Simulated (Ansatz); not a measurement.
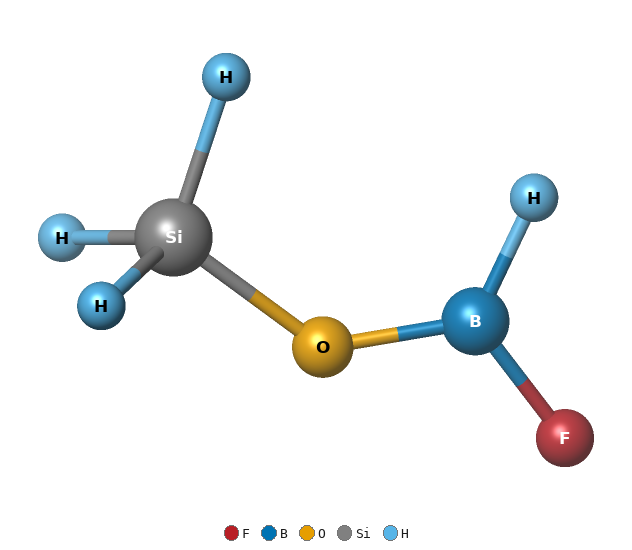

The picture shows a molecular structure as a ball-and-stick model.

> Which formula does it have?

BFH4OSi, 8 atoms: 1 boron, 1 fluorine, 4 hydrogen, 1 oxygen and 1 silicon.

> Count the bonded pairs by element.

3 Si–H, 1 B–F, 1 B–O, 1 O–Si, 1 B–H.

> Describe its rings.

It has no ring.

> How many sets of symmetry-equivalent atoms are there?

7: 1 F, 1 B, 1 O, 1 Si, 1 H, 2 H, 1 H.

More results for the same structure follow; atom numbers are the same in all pictures, views and colours differ. The geometry was computed by an optimisation with PBE0-D4/def2-TZVP.

### Dipole moment

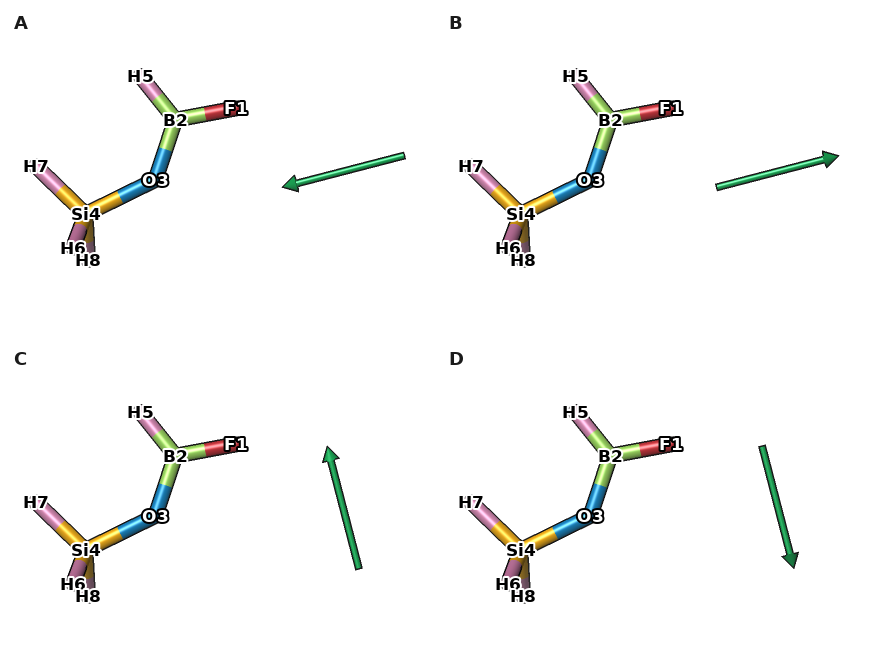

The same molecule four times, each with an arrow. Properties computed with RKS ωB97M-V/def2-TZVPP (Ansatz 0.2.0).

> Which arrow points along the dipole moment, from the negative to the positive end?

A. The dipole moment is 1.81 D; it points from the side of F1 to the side of H7 (the outermost atoms at the two ends).

### Thermal motion

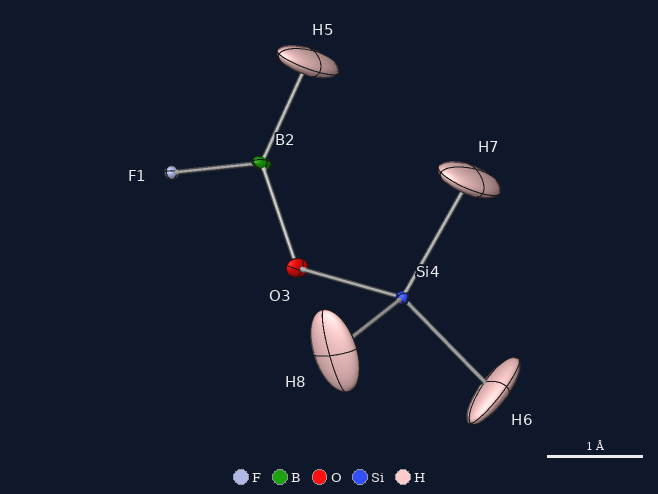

Displacement ellipsoids at the 50 % level, from the internal vibrations of the free molecule (harmonic, no overall translation or rotation; no half-axis is drawn under 0.075 Å). Vibrations computed with RKS PBE0-D4/def2-TZVP (Ansatz 0.2.0). Temperature: 100 K.

List U_eq and the three principal root-mean-square amplitudes for each kind of atom.

```csv
atom,U_eq (Å²),rms amplitudes (Å)
F1,0.0018,"0.033, 0.037, 0.054"
B2,0.0036,"0.036, 0.048, 0.086"
O3,0.0053,"0.028, 0.070, 0.101"
Si4,0.00068,"0.020, 0.027, 0.030"
H5,0.0363,"0.086, 0.145, 0.284"
"H6, H8",0.0434,"0.088, 0.169, 0.307"
H7,0.0385,"0.087, 0.173, 0.279"
```

### Charges

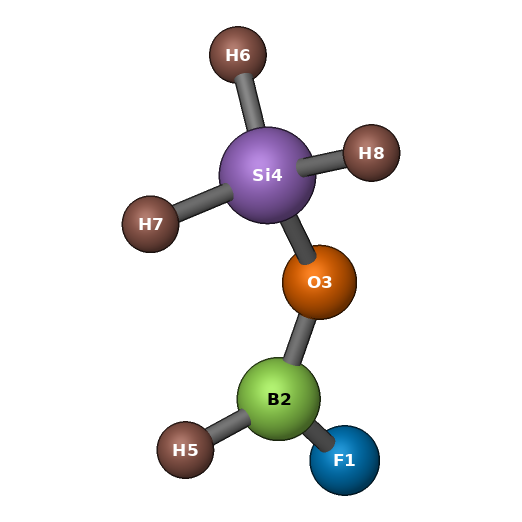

The questions are on Mulliken charges. Level of theory: RKS PBE-D4/def2-TZVPP (Ansatz 0.2.0).

Give the Mulliken charges atom by atom.

```csv
atom,value (e)
F1,−0.19
B2,0.27
O3,−0.24
Si4,0.35
H5,−0.04
H6,−0.05
H7,−0.06
H8,−0.05
```

Mulliken values depend strongly on the basis set and can even reverse the polarity of a bond.
